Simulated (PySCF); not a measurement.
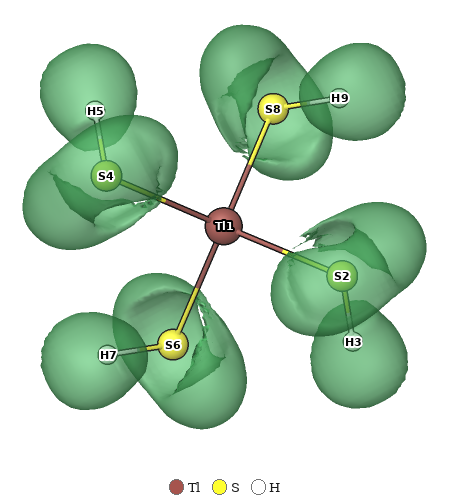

The picture shows: H4S4Tl (charge −1). Isosurface of the ELF at 0.85 (green), seen across its widest extent. Only the valence region is drawn (cores and ρ < 0.01 e/Å³ removed).

Core potentials replace the inner electrons of Tl.

The calculation used RKS PBE0, Tl def2-SVP with ECP60, S def2-SVP, H def2-SVP; non-relativistic Hamiltonian with scalar-relativistic core potentials where named; density fitting in PySCF.

Input file:

```
mol = gto.M(atom='''
Tl     0.00000    -0.00000     0.00012
S      1.62762     1.31994     1.46445
H      2.65609     0.97785     0.65732
S     -1.62762    -1.31994     1.46445
H     -2.65609    -0.97785     0.65732
S      1.31973    -1.62830    -1.46382
H      0.96719    -2.65822    -0.66338
S     -1.31973     1.62830    -1.46382
H     -0.96719     2.65822    -0.66338''',
    basis={'Tl': 'def2-SVP', 'S': 'def2-SVP', 'H': 'def2-SVP'},
    ecp={'Tl': 'def2-SVP'},
    charge=-1, spin=0)
mf = dft.RKS(mol, xc='PBE0')
mf.grids.atom_grid = (75, 302)  # f atoms: at least (60, 302), unpruned
mf = mf.density_fit()  # Tl def2-universal-JKFIT, S def2-universal-JKFIT, H def2-universal-JKFIT
mf.conv_tol = 1e-09; mf.max_cycle = 55
mf.kernel(dm0)
```

Launched as:

```sh
OMP_NUM_THREADS=2 python run.py
```

> What do the ELF domains correspond to?

At this value the surface marks out four regions around hydrogen nuclei and four regions wrapped around S (the valence shell of each). Along the contacts the grid gives the following. Tl–S (2.56 Å): the ELF peaks at about 0.85 in the valence shell of S, 0.9 Å from its nucleus, and drops to about 0.20 between the two atoms. S–H (1.35 Å): the ELF climbs to about 1 towards the hydrogen, as it does in any bond to H.
